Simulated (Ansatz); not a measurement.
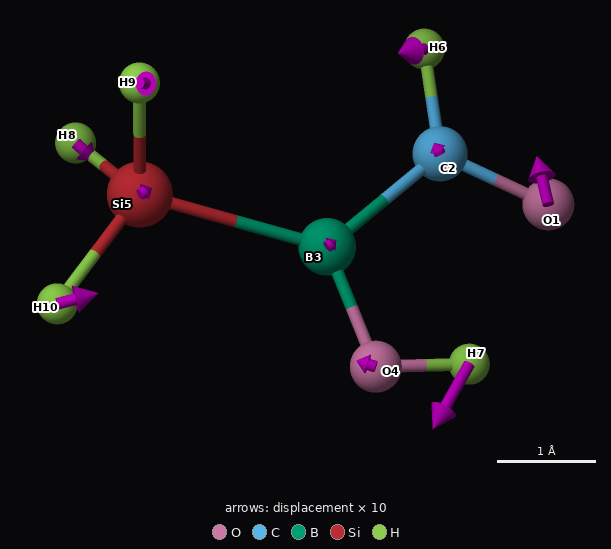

This is a relaxation of CH5BO2Si. The starting structure is drawn; purple arrows show the displacements, 10 times their true length. The two geometries are superimposed by the best rigid fit.

Style: ball-and-stick. Shown at a tilt.

The start comes from PBE-D4/def2-SVP.

The calculation used Ansatz, RKS PBE0-D4/def2-TZVP. (force threshold 0.005 eV/Å; at most 150 steps)

Atoms of which element are displaced furthest, and by how much?

Answer. Hydrogen: up to 0.080 Å, against 0.055 Å for oxygen.

Describe the change and its energy.

Answer. The energy falls by 1.11 kcal/mol in 5 accepted moves (6 points after the start). Largest force component: 1.2 eV/Å at the start, 0.0043 eV/Å at the end. The line search rejected the trial step at point 3 of the run. The largest move after the best rigid fit is that of H7, 0.080 Å. Largest moves by element: H 0.080 Å, O 0.055 Å, Si 0.015 Å, C 0.013 Å, B 0.012 Å. Among the contacts that change: O4–H7 0.999 → 0.976 Å, C2–H6 1.129 → 1.110 Å, Si5–H8 1.510 → 1.491 Å, Si5–H10 1.504 → 1.485 Å. Among the angles between lasting bonds that change: B3–O4–H7 105.6° → 108.8°.
